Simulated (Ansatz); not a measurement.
# Pressure series in hypothetical zinc blende LuP

The reference is LuP in the zinc blende structure (space group F-43m, No. 216; a hypothetical phase, not in the database extracts checked).

```xyz
2
Lattice="0.0000 3.0803 3.0803 3.0803 0.0000 3.0803 3.0803 3.0803 0.0000" Properties=species:S:1:pos:R:3 pbc="T T T"
P      4.6205     4.6205     4.6205
Lu     0.0000     0.0000     0.0000
```

Cell and atoms are relaxed at each pressure.

All numbers come from plane-wave PAW DFT at the PBE level (Ansatz, an electronic-structure program, 420 eV), spin-orbit coupling left out.

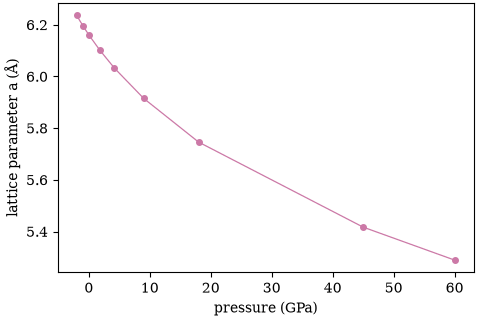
Figure. Lattice parameter a against pressure

Q: From the plot, what is the lattice parameter a for pressure 4.2 GPa?

A: About 6.03 Å.

Q: Is the trend monotonic over the range shown?

A: Yes, it falls throughout, spanning 528.9 pm to 623.6 pm.

Load acts through the strain it causes; cell and atoms are relaxed under it. Stability against distortions was not tested. No other phases were tried under pressure.
